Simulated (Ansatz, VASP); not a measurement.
## ZnAu: VASP beside Ansatz

Wanted: the spread between two codes on one cell, functional and k mesh.

Main program and level: Ansatz 0.2.0; plane waves, with VASP 6.6.1 beside it; relaxation of cell and atoms at PBE with D3(BJ).

## 1. Starting point

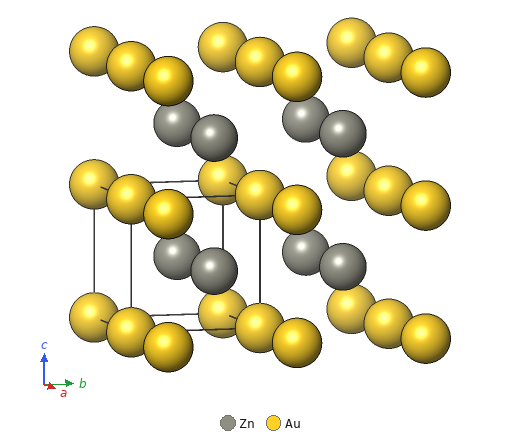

The starting structure, seen slightly off an axis (zinc grey, gold yellow). 2×2×2 cells are drawn. Some periodic images of atoms are drawn too.

Coordinates:

```cif
data_structure
_symmetry_space_group_name_H-M 'P 1'
_symmetry_Int_Tables_number 1
_cell_length_a 3.1400
_cell_length_b 3.1400
_cell_length_c 3.1400
_cell_angle_alpha 90.000
_cell_angle_beta 90.000
_cell_angle_gamma 90.000
_cell_volume 30.96
loop_
_atom_site_label
_atom_site_type_symbol
_atom_site_fract_x
_atom_site_fract_y
_atom_site_fract_z
_atom_site_occupancy
Zn1 Zn 0.50000 0.50000 0.50000 1
Au2 Au 0.00000 0.00000 0.00000 1
```

## 2. VASP: relaxation of cell and atoms, PBE with D3(BJ)

The relaxed volume is the usual yardstick between codes: its relative difference is about their pressure difference at one cell divided by the bulk modulus.

Lines of VASP's logs that name or quote its potential files are left out, and so is its time.

File INCAR:

```
SYSTEM = ZnAu
PREC = Accurate
ENCUT = 520
EDIFF = 1E-06
NELM = 100
ISMEAR = -1
SIGMA = 0.05
LREAL = .FALSE.
ALGO = Normal
GGA = PE
IVDW = 12
NBANDS = 17
LASPH = .TRUE.
LORBIT = 11
LWAVE = .FALSE.
LCHARG = .FALSE.
KPAR = 2
IBRION = 2
NSW = 60
ISIF = 3
EDIFFG = -0.01
```

File POSCAR:

```
ZnAu
1.0
    3.1400000000      0.0000000000      0.0000000000
    0.0000000000      3.1400000000      0.0000000000
    0.0000000000      0.0000000000      3.1400000000
Zn Au
1 1
Direct
    0.5000000000      0.5000000000      0.5000000000
    0.0000000000      0.0000000000      0.0000000000
```

File KPOINTS:

```
Automatic mesh
0
Gamma
7 7 7
0 0 0
```

PAW data sets: Zn and Au (PBE family, release 64).

The run is started by

```bash
> mpirun -np 2 vasp_std
```

Numbers of over 12 decimals in the logs are rounded to 6 here.

What it wrote:

```text
[banner, memory and clock lines left out]
running    2 mpi-ranks, on    1 nodes
 distrk:  each k-point on    1 cores,    2 groups
 distr:  one band on    1 cores,    1 groups

 POSCAR found type information on POSCAR ZnAu
 POSCAR found :  2 types and       2 ions
 LDA part: xc-table for (Slater+PW92), standard interpolation
 POSCAR, INCAR and KPOINTS ok, starting setup
 FFT: planning ... GRIDC
 FFT: planning ... GRID_SOFT
 FFT: planning ... GRID
 WAVECAR not read
 entering main loop
       N       E                     dE             d eps       ncg     rms          rms(c)
DAV:   1     0.125872945651E+03    0.12587E+03   -0.11571E+04   704   0.174E+03
DAV:   2    -0.576565357577E+00   -0.12645E+03   -0.12143E+03   704   0.317E+02
DAV:   3    -0.516354361387E+01   -0.45870E+01   -0.45650E+01   736   0.680E+01
DAV:   4    -0.519851873597E+01   -0.34975E-01   -0.34967E-01   814   0.519E+00
DAV:   5    -0.519886828356E+01   -0.34955E-03   -0.34954E-03   722   0.532E-01    0.867E+00
DAV:   6    -0.477176513149E+01    0.42710E+00   -0.12804E+00   726   0.128E+01    0.548E+00
DAV:   7    -0.474548652720E+01    0.26279E-01   -0.34261E-02   882   0.387E+00    0.289E+00
DAV:   8    -0.473732054058E+01    0.81660E-02   -0.96187E-03   736   0.105E+00    0.145E-01
DAV:   9    -0.473733193714E+01   -0.11397E-04   -0.31615E-04   787   0.261E-01    0.725E-02
DAV:  10    -0.473734322881E+01   -0.11292E-04   -0.38601E-05   806   0.759E-02    0.190E-02
DAV:  11    -0.473734407618E+01   -0.84737E-06   -0.43194E-06   701   0.385E-02
   1 F= -.58374475E+01 E0= -.58338970E+01  d E =-.583745E+01
 curvature:   0.00 expect dE= 0.000E+00 dE for cont linesearch  0.000E+00
 trial: gam= 0.00000 g(F)=  0.000E+00 g(S)=  0.273E-03 ort = 0.000E+00 (trialstep = 0.100E+01)
 search vector abs. value=  0.273E-03
 bond charge predicted
       N       E                     dE             d eps       ncg     rms          rms(c)
DAV:   1    -0.473805998542E+01   -0.71676E-03   -0.76850E-02   721   0.486E+00    0.508E-01
DAV:   2    -0.473264113477E+01    0.54189E-02   -0.15297E-02   774   0.281E+00    0.177E-01
DAV:   3    -0.473231606922E+01    0.32507E-03   -0.61076E-04   699   0.249E-01    0.116E-01
DAV:   4    -0.473222344182E+01    0.92627E-04   -0.46391E-05   972   0.219E-01    0.432E-02
DAV:   5    -0.473220570124E+01    0.17741E-04   -0.18741E-05   786   0.515E-02    0.407E-03
DAV:   6    -0.473220551976E+01    0.18148E-06   -0.13045E-06   371   0.148E-02
   2 F= -.58373988E+01 E0= -.58338336E+01  d E =0.487293E-04
 trial-energy change:    0.000049  1 .order    0.000011   -0.000273    0.000295
 step:   0.3862(harm=  0.4807)  dis= 0.00000  next Energy=    -5.837498 (dE=-0.506E-04)
 bond charge predicted
       N       E                     dE             d eps       ncg     rms          rms(c)
DAV:   1    -0.473763330712E+01   -0.54276E-02   -0.29101E-02   720   0.302E+00    0.311E-01
DAV:   2    -0.473560200203E+01    0.20313E-02   -0.57154E-03   774   0.167E+00    0.111E-01
DAV:   3    -0.473547329230E+01    0.12871E-03   -0.22539E-04   704   0.149E-01    0.724E-02
DAV:   4    -0.473543330496E+01    0.39987E-04   -0.18962E-05   977   0.133E-01    0.242E-02
DAV:   5    -0.473542553449E+01    0.77705E-05   -0.66048E-06   728   0.287E-02    0.235E-03
DAV:   6    -0.473542568705E+01   -0.15255E-06   -0.45295E-07   347   0.913E-03
   3 F= -.58374910E+01 E0= -.58339350E+01  d E =-.434902E-04
 curvature:  -0.23 expect dE=-0.252E-06 dE for cont linesearch -0.252E-06
 trial: gam= 0.00000 g(F)=  0.337E-65 g(S)=  0.108E-05 ort =-0.172E-04 (trialstep = 0.877E+00)
 search vector abs. value=  0.108E-05
 reached required accuracy - stopping structural energy minimisation
```

Parts of OUTCAR (step 2):

```text
ion  position               nearest neighbor table
   1  0.500  0.500  0.500-   2 2.72   2 2.72   2 2.72   2 2.72   2 2.72   2 2.72   2 2.72   2 2.72

  LATTYP: Found a simple cubic cell.
 ALAT       =     3.1400000000

 Subroutine GETGRP returns: Found 48 space group operations
 (whereof 48 operations were pure point group operations)

The static configuration has the point symmetry O_h .

 Found     20 irreducible k-points:

   k-points           NKPTS =     20   k-points in BZ     NKDIM =     20   number of bands    NBANDS=     17

   dimension x,y,z NGX =    24 NGY =   24 NGZ =   24
   dimension x,y,z NGXF=    48 NGYF=   48 NGZF=   48

   ENCUT  =  520.0 eV  38.22 Ry    6.18 a.u.   5.84  5.84  5.84*2*pi/ulx,y,z

   NELECT =      23.0000    total number of electrons

 k-points in reciprocal lattice and weights: Automatic mesh
   0.00000000  0.00000000  0.00000000       0.003
   0.14285714  0.00000000  0.00000000       0.017
   0.28571429  0.00000000  0.00000000       0.017
   0.42857143  0.00000000  0.00000000       0.017
   0.14285714  0.14285714  0.00000000       0.035
   0.28571429  0.14285714  0.00000000       0.070
   0.42857143  0.14285714  0.00000000       0.070
   0.28571429  0.28571429  0.00000000       0.035
   0.42857143  0.28571429  0.00000000       0.070
[...]
0.42857143  0.42857143  0.28571429       0.070
   0.42857143  0.42857143  0.42857143       0.023

 Edisp (eV)   -1.10519

 average (electrostatic) potential at core
       1 -32.7331       2 -67.1635

 E-fermi :   7.4088

 k-point     1 :       0.0000    0.0000    0.0000
  band No.  band energies     occupation
    ...
      7       1.7311      2.00000
      8       1.7311      2.00000
      9       3.4347      2.00000
     10       3.4347      2.00000
     11       3.4347      2.00000
     12      12.2113      0.00000
     13      12.2113      0.00000
     14      12.2113      0.00000
     15      16.1628      0.00000
     16      19.3908      0.00000
    ...

 k-point     2 :       0.1429    0.0000    0.0000
  band No.  band energies     occupation
    ...
      7       1.6717      2.00000
      8       1.8262      2.00000
      9       3.1754      2.00000
     10       3.1754      2.00000
     11       3.4054      2.00000
     12      10.0171      0.00000
     13      12.8813      0.00000
     14      12.8813      0.00000
     15      17.2040      0.00000
     16      19.0216      0.00000
    ...

 k-point     3 :       0.2857    0.0000    0.0000
  band No.  band energies     occupation
    ...
      8       2.0088      2.00000
      9       2.6579      2.00000
     10       2.6579      2.00000
     11       3.3373      2.00000
     12       7.0198      1.99916
     13      14.6309      0.00000
     14      14.6309      0.00000
     15      17.7534      0.00000
     16      18.2625      0.00000
     17      22.8519      0.00000

 Edisp (eV)   -1.10207

  Total       0.00387     0.00387     0.00387     0.00000     0.00000     0.00000
  in kB       0.20054     0.20054     0.20054     0.00000     0.00000     0.00000
  external pressure =        0.20 kB  Pullay stress =        0.00 kB

  energy-cutoff  :      520.00
  volume of cell :       30.91
      direct lattice vectors                 reciprocal lattice vectors
     3.138202623  0.000000000 -0.000000000     0.318653739 -0.000000000 -0.000000000
     0.000000000  3.138202623  0.000000000    -0.000000000  0.318653739 -0.000000000
     0.000000000  0.000000000  3.138202623     0.000000000 -0.000000000  0.318653739

 POSITION                                       TOTAL-FORCE (eV/Angst)
 -----------------------------------------------------------------------------------
      1.56910      1.56910      1.56910         0.000000      0.000000      0.000000
      0.00000      0.00000      0.00000        -0.000000     -0.000000      0.000000
 -----------------------------------------------------------------------------------
    total drift:                                0.000000      0.000000     -0.000000

  FREE ENERGIE OF THE ION-ELECTRON SYSTEM (eV)
  ---------------------------------------------------
  free  energy   TOTEN  =        -5.8374909781 eV

  energy  without entropy=       -5.8303790702  energy(sigma->0) =       -5.83393502

 reached required accuracy - stopping structural energy minimisation

 total charge
# of ion       s       p       d       tot
------------------------------------------
    1        0.522   0.457   9.772  10.750
    2        0.620   0.405   8.712   9.737
--------------------------------------------------
tot          1.141   0.862  18.484  20.487

[... 3 further parts left out ...]
```

CONTCAR:

```
ZnAu
   1.00000000000000
     3.1382026232562472    0.0000000000000000   -0.0000000000000000
     0.0000000000000000    3.1382026232562472    0.0000000000000000
     0.0000000000000000    0.0000000000000000    3.1382026232562472
  Zn              Au
     1     1
Direct
     0.5000000000000000    0.5000000000000000    0.5000000000000000
     0.0000000000000000    0.0000000000000000    0.0000000000000000
```

## 3. Ansatz: relaxation of cell and atoms, PBE with D3(BJ)

Ansatz runs on its default PAW (the set named soft_2) files.

The same cell, functional, mesh and smearing now go to Ansatz, which takes its cutoff from its data sets.

File input.yaml:

```yaml
crystal:
  lattice:
    - [3.14, 0.0, 0.0]
    - [0.0, 3.14, 0.0]
    - [0.0, 0.0, 3.14]
  atoms:
    - { symbol: Zn, position: [0.5, 0.5, 0.5] }
    - { symbol: Au, position: [0.0, 0.0, 0.0] }
hamiltonian:
  xc: pbe
  pseudopotentials: { kind: paw }
  dispersion: d3bj
kpoints:
  mp_grid: { grid: [7, 7, 7] }
scf:
  occupations: { method: fermi_dirac, width: 0.05 }
relax:
  f_tol: 0.01
  max_steps: 60
  cell: { stress_tol: 0.05 }
output:
  forces: true
  stress: true
  write_density: true
  write_potential: true
  elf: true
  volumetric_format: npy
```

The run is started by

```bash
> ansatz run input.yaml --threads 4 --pin off --max-ram 9216MiB --backend cpu --events-out ev --progress --plain --runs-dir out
```

What it wrote:

```text
Engine: ansatz 0.2.0, aarch64-unknown-linux-gnu
Pseudopotentials: kind: paw
Pseudopotential: Zn, paw, valence charge 12, recommended cutoff 420 eV (normal), Zn.paw.azcp
Pseudopotential: Au, paw, valence charge 19, recommended cutoff 420 eV (normal), Au.paw.azcp
Functional definition: PBE
  parameter kappa = 0.804
  parameter beta = 0.066725
  exchange = pbe_x(kappa = kappa, mu = beta*pi^2/3)
  correlation = pbe_c(beta = beta)
Crystal: 2 atoms, lattice volume = 30.959 Å³
Basis set: ecut = 420 eV, 619 PW (Γ), exchange–correlation on 48×48×48 points (8 copies of the dense FFT grid, shifted against one another)
Bands: 20, of which v1, the nominal top of the filled ones, is band 16 counted from 1 (15 counted from 0)
Symmetry: 48 space group operations
Space group: Pm-3m (ITA 221), of the structure as read, at distance tolerance 3.1e-5 Å
k-points: 20 of 343
Non-local potential: Zn, projectors of the file, l = 0: 2, l = 1: 2, l = 2: 3, l = 3: 1
Non-local potential: Au, projectors of the file, l = 0: 3, l = 1: 2, l = 2: 2, l = 3: 1
PAW form: soft (Blöchl's): semilocal exchange-correlation on the pseudo side does not see the compensation charge
PAW one-centre angular grid: Zn, 590 points (default); XC on 64 Gauss nodes
PAW one-centre angular grid: Au, 590 points (default); XC on 64 Gauss nodes
Initial density: superposition of atomic densities (neutral atoms: chi_scale 0, normalization atom), corrected by the library's trained network
Initial wavefunctions: pseudopotential atomic-orbital guess
Functional: x = pbe(κ = 0.804, μ = 0.219515), c = pbe(β = 0.066725)
SCF iter   1: F=—  HF=-16469.872062 eV  |F-HF|=—  |Δ(HF+E_count)|=         —  Δρ=1.61e-3  dr2=7.42e-4  ethr=1.77e-3  ⟨swp⟩=5.4  Hψ=1689  notcnv=0
preconditioner: auto → none  [insulator: Δε(μ)=0.418 eV  Ē_g=12.773 eV  σ=0.050 eV  W_gap=0.64  n_scr=6 (ndim 8)  ℏωp=32.0 eV  f_vac=0.000  D(μ)=0.94/eV (n_scr^D=6)  ε∞_Penn≈7.3]
SCF iter   2: F=—  HF=-16469.873106 eV  |F-HF|=—  |Δ(HF+E_count)|=   1.04e-3  Δρ=9.24e-4  dr2=2.26e-4  ethr=2.39e-6  ⟨swp⟩=2.2  Hψ=853  notcnv=0
SCF iter   3: F=—  HF=-16469.873073 eV  |F-HF|=—  |Δ(HF+E_count)|=   3.22e-5  Δρ=4.28e-4  dr2=1.13e-5  ethr=7.29e-7  ⟨swp⟩=2.1  Hψ=530  notcnv=0
SCF iter   4: F=—  HF=-16469.873092 eV  |F-HF|=—  |Δ(HF+E_count)|=   1.83e-5  Δρ=1.91e-4  dr2=3.83e-6  ethr=3.65e-8  ⟨swp⟩=2.0  Hψ=619  notcnv=0
iter 5 did not close the SCF: its close was put off for the readings that it lacked (scf_convergence_deferred on its scf_iter line)
SCF iter   5: F=-16469.873096 eV  HF=-16469.873096 eV  |F-HF|=6.67e-8  |Δ(HF+E_count)|=   4.55e-6  Δρ=1.51e-5  dr2=6.65e-8  ethr=1.23e-8  ⟨swp⟩=2.0  Hψ=615  notcnv=0
SCF iter   6: F=-16469.873096 eV  HF=-16469.873096 eV  |F-HF|=1.13e-10  |Δ(HF+E_count)|=   1.75e-8  Δρ=6.81e-6  dr2=5.28e-9  ethr=2.15e-10  ⟨swp⟩=5.4  Hψ=2309  notcnv=0
SCF 1 converged in 6 iterations: F = -16469.873096 eV  dr2 = 5.28e-9
  greatest PAW one-centre occupation: 1.000 electrons in one spin orbital (limit 2), on the Au atom at site 1 (counted from 0), in its partial waves of l = 0
relax step   1: F+E_penalty+E_count = -16469.87309617 eV  Δ(F+E_penalty+E_count) = +0.000e0 eV  max|allowed force component| = 1.078e-29 eV/Å  Δτ_max = 0.0000 Å  P = -0.383 GPa  Ω = 30.959 Å³  (6 SCF iters, dr2 threshold 1.00e-7 eV, accepted)
[...]
relax step   2: F+E_penalty+E_count = -16469.87325418 eV  Δ(F+E_penalty+E_count) = -1.580e-4 eV  max|allowed force component| = 5.456e-30 eV/Å  Δτ_max = 0.0000 Å  P = +0.210 GPa  Ω = 30.826 Å³  energy of the carried Pulay correction = +8.514e-5 eV  (5 SCF iters, dr2 threshold 2.00e-7 eV, accepted)
[...]
relax step   3: F+E_penalty+E_count = -16469.87325448 eV  Δ(F+E_penalty+E_count) = -2.970e-7 eV  max|allowed force component| = 4.996e-30 eV/Å  Δτ_max = 0.0000 Å  P = -0.001 GPa  Ω = 30.873 Å³  energy of the carried Pulay correction = +5.505e-5 eV  (4 SCF iters, dr2 threshold 1.10e-7 eV, accepted)
[...]
relax step   4: F+E_penalty+E_count = -16469.87315678 eV  Δ(F+E_penalty+E_count) = +9.770e-5 eV  max|allowed force component| = 1.085e-30 eV/Å  Δτ_max = 0.0000 Å  P = +0.000 GPa  Ω = 30.873 Å³  stress off target by 2.29e-4 GPa  SCF on the basis re-selected at this cell (its energy is not comparable with the rows above)  (6 SCF iters)
basis re-selected at this cell: Δ(F+E_penalty+E_count) = +9.770e-5 eV, ΔP = +0.001 GPa vs the last step (what re-selecting the basis moved, of the pressure what is left beyond the Pulay correction that the steps carried, after the strain that the cell walked since its last selection, with what the two solves' SCF thresholds leave and, on support functions, any second-order correction that the steps lacked; it is no m [...]
SCF converged after 6 iterations
Free energy (F): -16469.873157 eV
Harris-Foulkes:  -16469.873157 eV  (|F-HF|=3.64e-12)
Internal energy: -16469.865989 eV  (E = F + TS)
E sigma→0 (E₀):  -16469.869573 eV
Entropy (-TS):   -0.007168 eV (-3.584 meV/atom)
Fermi energy:    17.490098 eV
--- Per-component energies (eV) ---
  E_band       = -160.886515
  E_kinetic    = 736.701914
  E_local      = -3229.878130  (includes V_loc(G=0)·N_el)
  E_nonlocal   = 685.920843
  E_hartree    = 1366.010864
  E_xc         = -366.388929
  E_vxc        = -328.862857  (∫ρ·V_xc dr)
  E_paw        = -11533.422257  (= ΣΔE_a)
  E_vpaw       = -756.791031  (= ΣTr[D̂ρ^β])
  E_aug_tail   = 0.000990  (compensation charges beyond the density's cutoff)
  E_ewald      = -4127.707725
  E_disp       = -1.103559  (pairwise vdW)
  E_smearing   = -0.007168  (= −TS)
  E_closure    = -0.000000  (closes the sum)
  Σ components = -16469.873157   (vs F -16469.873157, Δ=0.00e0)
--- Forces (eV/Å), atoms counted from 1 ---
  atom   1  Zn    -0.00000000    -0.00000000     0.00000000
  atom   2  Au     0.00000000     0.00000000     0.00000000
  max |Σ_I F_I| component: 9.86e-31 eV/Å
--- Stress (GPa, compression-positive) ---
        0.000229      -0.000000      -0.000000
       -0.000000       0.000229       0.000000
       -0.000000       0.000000       0.000229
  P = ⅓ Tr σ = 0.0002 GPa (0.002 kbar)
--- Band table (eV; the first three rows and the last of 20) ---
  k-point 0: bands = [... 12 lower, 13.5221, 13.5221, 13.5221, 22.2739, 22.2739, 22.2739, 26.2613, 29.4202]
  k-point 1: bands = [... 12 lower, 13.2599, 13.2599, 13.4917, 20.0878, 22.9471, 22.9471, 27.2955, 29.0507]
  k-point 2: bands = [... 12 lower, 12.7373, 12.7373, 13.4212, 17.0967, 24.7023, 24.7023, 27.8299, 28.2941]
  k-point 19: bands = [... 12 lower, 13.9600, 13.9600, 18.1125, 19.1090, 20.7851, 20.7851, 22.0611, 23.9594]
--- Relaxed structure (3 steps of the walk, 3 accepted, 1 SCFs on fresh bases) ---
  F+E_penalty+E_count = -16469.87315678 eV   max|allowed force component| = 1.085e-30 eV/Å   (the final SCF, on the basis selected at the relaxed cell)
  cell:  # Å, volume = 30.8733 Å³
    - [3.137095, 0, 0]
    - [0, 3.137095, 0]
    - [0, 0, 3.137095]
  atoms:
    - { symbol: Zn, position: [0.5, 0.5, 0.5] }
    - { symbol: Au, position: [0, 0, 0] }
```

The job ended after 1.4 s (4 threads of Arm Neoverse V1, shared host; peak memory 0.32 GiB).

## 4. Differences

Known differences besides the PAW data sets themselves: both relaxations stop at a tolerance, which leaves soft axes loose, and VASP keeps its plane-wave basis; the data sets hold 31 valence electrons in Ansatz (default PAW (the set named soft_2) files) and 23 in VASP; the cutoff is 420 eV in Ansatz and 520 eV in VASP; Ansatz adds a Pulay correction to the stress that steers its cell, VASP none. Total energies have different zeros and are not compared.

Both answers:

| quantity | Ansatz | VASP | difference |
| --- | --- | --- | --- |
| volume (Å³) | 30.87 | 30.91 | -0.11 % |
| edge a after relaxation, in the typed setting (Å) | 3.137 | 3.138 | -0.04 % |

The walks stopped with 0.00 GPa left in Ansatz and 0.02 GPa in VASP; each walk ends within a tolerance, so the volume difference is uncertain by about these residues over the bulk modulus, most in soft cells.

## 5. What came out

* difference in volume (relaxation of cell and atoms, PBE with D3(BJ)): -0.11 %

**Reading.** The difference in volume is -0.11 % (relaxation of cell and atoms, PBE with D3(BJ)), within the 1.2 % picked in this series as the mark of a large difference, as far as the stopping tolerances let one tell. Differences of this kind measure data sets and numerical settings, not the functional's error against experiment.

[Lines on the potential files, build, host, timing and source positions are cut from VASP's logs without a mark.]

[Logs are printed without paths, hosts, clocks, repeated set-up lines and the standing remarks that a program may print on its own settings, such as how far it seeks lower states.]

[Hosts, paths, dates, database ids (printed as entryN), source tags and the programs' standing remarks are cut or masked in the printed files.]
